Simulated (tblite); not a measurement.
## C4H6F4Ge: frequency calculation

- system: C4H6F4Ge
- method: GFN2-xTB harmonic vibrations, gas phase (tblite 0.8.0)

It belongs to a series of runs on one base structure; here: GeH2 inserted into a C-F bond.

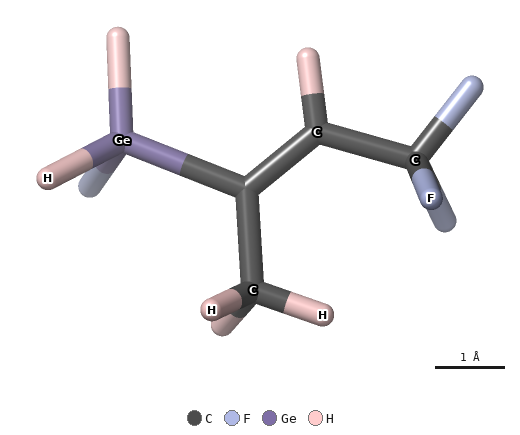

The input geometry (stick view, seen at a tilt). Sticks mark near contacts.

The input:
```
{"job": {"kind": "ir", "xc": "GFN2-xTB", "basis": "xTB"}, "charge": 0, "multiplicity": 1}
C      0.188742    -1.448689    -0.419009
C      0.303105    -0.003170    -0.089020
C     -0.709477     0.811346     0.186410
C     -2.149714     0.400584     0.187663
F     -2.953422     1.425475     0.502084
F     -2.426129    -0.582376     1.064050
F     -2.565396    -0.050543    -1.013542
Ge     2.143617     0.715824    -0.002707
F      2.851428    -0.089937     1.378100
H      0.762828    -2.020266     0.312712
H     -0.835770    -1.809301    -0.425915
H      0.638493    -1.632055    -1.396494
H     -0.555683     1.854488     0.424225
H      2.235222     2.169434     0.371687
H      3.067742     0.267174    -1.102155
```

The first line tells a small driver script what to run in tblite; the rest is the geometry in Å.

Run on 1 CPU thread, shared host.

Run as:
```bash
OMP_NUM_THREADS=1 python <driver script> task.json out
```

Output:
```
mode    cm-1     km/mol
  1      29.3      4.90
  2      47.6      2.11
  3      72.4      2.61
  4     107.0      3.53
  5     119.1      1.68
  6     146.9      3.04
  7     179.1      8.11
  8     260.7      6.00
  9     324.0      4.96
 10     350.3     10.75
 11     428.1     13.18
 12     457.6     51.84
 13     476.8     71.16
 14     485.7    113.90
 15     532.0      0.40
 16     562.4     22.61
 17     582.4      8.22
 18     663.0     96.68
 19     700.9     31.49
 20     751.1    247.20
 21     777.9      2.79
 22     826.8     23.32
 23     990.5     47.79
 24    1019.7      6.53
 25    1031.2    341.65
 26    1044.4    170.92
 27    1134.6    107.00
 28    1180.9    203.25
 29    1289.2     25.91
 30    1390.2     23.11
 31    1446.5     15.65
 32    1457.6     11.94
 33    1682.3     23.08
 34    1919.3    197.83
 35    1991.0    480.31
 36    2978.3      8.05
 37    2993.1      5.26
 38    3057.1     10.88
 39    3064.7      4.63
```

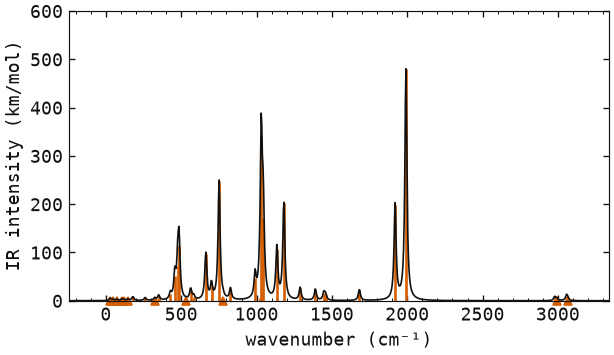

Harmonic infrared spectrum, unscaled: sticks (degenerate modes added up, dark ones marked on the axis) with a Lorentzian envelope of 16 cm⁻¹ full width, scaled to the tallest stick. 39 modes from 29 to 3065 cm⁻¹, none imaginary. The strongest line is at 1991 cm⁻¹ (480 km/mol).

Key numbers:

| quantity | value |
| --- | --- |
| outcome | converged |
| total energy | −884.4643 eV |
| zero-point energy | 55.1120 kcal/mol |
| wall time | 0.88 s |
| peak memory | 0.18 GiB |
